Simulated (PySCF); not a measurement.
System: C₄H₄O₂Si, SMILES O=CC1=C[SiH2]C1=O.

Vertical TDDFT excitations, B3LYP/def2-SVPD, PySCF, at a GFN2-xTB geometry (no frequency check), gas phase.

What does its absorption spectrum look like?

The lowest singlet lies at 2.48 eV (500 nm, f = 0.000); the brightest of the first 8 is S6/S7 at 5.48 eV (226 nm), f = 0.237, mainly HOMO−2/HOMO−3 → LUMO. 1 singlet level lies below 3.1 eV (beyond 400 nm), with f below 0.001, so absorption there is weak.


| state | E (eV) | λ (nm) | f | main character |
| --- | --- | --- | --- | --- |
| S1 | 2.48 | 500 | 0.000 | HOMO → LUMO (97 %) |
| S2 | 3.35 | 370 | 0.002 | HOMO−1 → LUMO (62 %) |
| S3 | 3.76 | 330 | 0.001 | HOMO → LUMO+1 (60 %) |
| S4 | 5.00 | 248 | 0.000 | HOMO−1 → LUMO+1 (90 %) |
| S5 | 5.05 | 245 | 0.002 | HOMO → LUMO+2 (66 %) |
| S6/S7 | 5.48 | 226 | 0.237 | HOMO−2/HOMO−3 → LUMO |
| S8 | 6.09 | 204 | 0.005 | HOMO → LUMO+3 (97 %) |

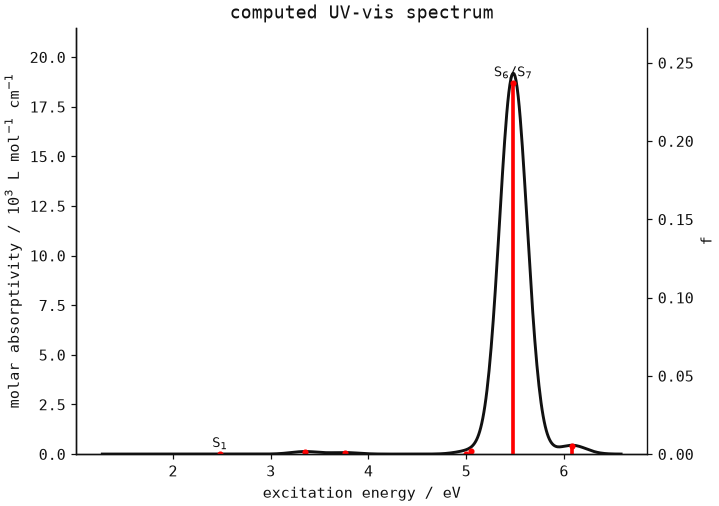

Only the first 8 singlet excitations are included; each is broadened by a Gaussian of 1/e half-width 0.20 eV. Sticks give oscillator strengths (right axis). States within 0.01 eV of each other are merged, with their strengths summed. The highest state may be half of a pair whose partner wasn't computed.

Known limits of this run: the tight-binding geometry is rougher than a DFT one and adds to the error; one conformer of a flexible molecule; core orbitals are frozen in the response.
